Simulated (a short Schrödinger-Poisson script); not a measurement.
System: symmetric double-gate stack, SiO2 on p-type Si(100), at 400 K.

```csv
layer,material,thickness (nm),Na (cm⁻³)
1,SiO2,2.1,-
2,Si,10,3e15
3,SiO2,2.1,-
```

The device is made up for the run: typed textbook-type constants, with dimensions and the other settings drawn at random. SiO2: permittivity 3.9, conduction-band edge (eV) 3.15, gap (eV) 9, electron mass (mₑ) 0.5. Si: permittivity 11.7, conduction-band edge (eV) 0, gap (eV) 1.124, Nv at 300 K (cm⁻³) 3.1e19.

Channel valleys (confinement mass, in-plane density-of-states mass, number): Δ2 0.916, 0.19, 2; Δ4 0.19, 0.417, 4. At the gates, both at one voltage, the conduction-band edge of layer 1 lies 3.17 eV − eVg above the Fermi level of the channel. Gaps are held at their typed values at every temperature. Mesh 0.03 nm at interfaces.

Solved with a short Schrödinger-Poisson script written for these runs: 1D Poisson equation in equilibrium, electrons quantum, Hartree (BenDaniel-Duke, 12 states a valley, the channel's in-plane mass for all, wave functions free to enter the dielectric), parabolic valleys, classical holes, full ionisation, no traps, pinning or gate leakage.

Only gate voltages with over 1e8 electrons/cm² are shown.

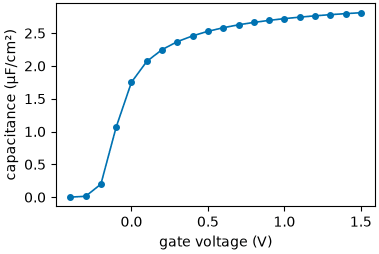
Fig. 1. Quasi-static capacitance against gate voltage

```csv
Vg (V),electrons (cm⁻²),C (μF/cm²),Δ2 E0 (meV),Δ2 E1 (meV),Δ4 E0 (meV),Δ4 E1 (meV)
-0.4,1.52e8,< 0.003,424.2,436.1,437.1,488.0
-0.3,2.75e9,0.0129,324.4,336.2,337.3,388.1
-0.2,4.60e10,0.198,227.3,239.0,240.3,290.9
-0.1,4.11e11,1.07,152.3,162.6,165.2,214.2
0,1.32e12,1.75,112.9,120.1,126.0,171.4
0.1,2.52e12,2.07,90.5,94.7,105.1,146.3
0.2,3.87e12,2.25,74.3,76.6,91.8,129.1
0.3,5.31e12,2.37,61.1,62.3,82.4,116.3
0.4,6.82e12,2.46,49.7,50.4,75.3,106.2
0.5,8.38e12,2.53,39.8,40.2,69.7,97.9
0.6,9.97e12,2.58,30.9,31.1,65.0,90.9
0.7,1.16e13,2.63,22.8,23.0,61.0,84.9
0.8,1.32e13,2.66,15.5,15.6,57.5,79.7
0.9,1.49e13,2.69,8.7,8.8,54.4,75.0
1,1.66e13,2.72,2.4,2.5,51.6,70.8
1.1,1.83e13,2.74,-3.5,-3.4,49.0,66.9
1.2,2.00e13,2.76,-9.0,-9.0,46.6,63.4
1.3,2.18e13,2.78,-14.3,-14.3,44.3,60.1
1.4,2.35e13,2.80,-19.4,-19.3,42.1,57.0
1.5,2.53e13,2.81,-24.2,-24.2,40.1,54.0
```

Subbands count from the Fermi level. The capacitance is that of both gates.
